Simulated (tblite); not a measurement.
# C11H18BF4N: the cost of one run

Programs: tblite 0.8.0 and PySCF 2.14.0, with routines of our own; each step states its level. All values are computed. Atoms count from 0.

### 1 The system as given

35 atoms, charge 0, multiplicity 1; geometry from: force field, distance geometry or constructed start.

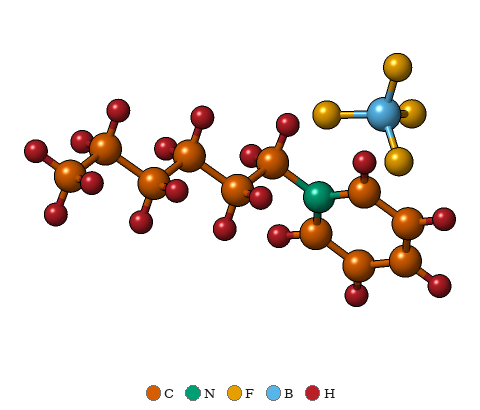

The starting geometry (carbon orange, nitrogen teal, fluorine amber, boron blue, hydrogen red).

### 2 Geometry optimisation with GFN2-xTB

What the job is given:

```
{"job": {"kind": "relax", "xc": "GFN2-xTB", "basis": "xTB"}, "charge": 0, "multiplicity": 1}
C     -5.031100     0.065900     0.667500
C     -3.918100     0.132700    -0.362900
C     -2.536700     0.034400     0.310300
C     -1.417800     0.104200    -0.731200
C     -0.045100     0.005300    -0.056600
C      1.070300     0.069200    -1.096700
N      2.382800    -0.022500    -0.408100
C      3.009200     1.107700     0.009200
C      4.238600     1.037600     0.650900
C      4.823200    -0.199200     0.870600
C      4.173700    -1.349300     0.438100
C      2.944200    -1.240000    -0.199500
F      3.923400     2.000900    -3.410400
B      4.198900     0.673700    -2.886200
F      3.065800    -0.193600    -3.162300
F      4.397200     0.761100    -1.440100
F      5.393100     0.136900    -3.509000
H     -4.961900     0.890300     1.382400
H     -6.009200     0.137900     0.174200
H     -5.002600    -0.872700     1.229800
H     -3.995700     1.071700    -0.916500
H     -4.038500    -0.688100    -1.073700
H     -2.466800    -0.896600     0.880200
H     -2.430100     0.852000     1.027500
H     -1.488200     1.040400    -1.288100
H     -1.539100    -0.720900    -1.442000
H      0.074200     0.824700     0.662800
H      0.028800    -0.928100     0.509800
H      1.011900    -0.754300    -1.815300
H      1.056900     1.009900    -1.653900
H      2.512900     2.053500    -0.180500
H      4.730800     1.950600     0.982500
H      5.788800    -0.267100     1.370300
H      4.627100    -2.326700     0.607900
H      2.405500    -2.110700    -0.551000
```

Started as:

```
OMP_NUM_THREADS=1 python large_run.py task.json out
```

The driver reads the jobs from task.json and runs them one after another.

Q: Estimate the wall time and peak memory of this first job on 1 thread of Arm Neoverse N1, shared host.

About 2.8 s, with a peak of 0.19 GiB.
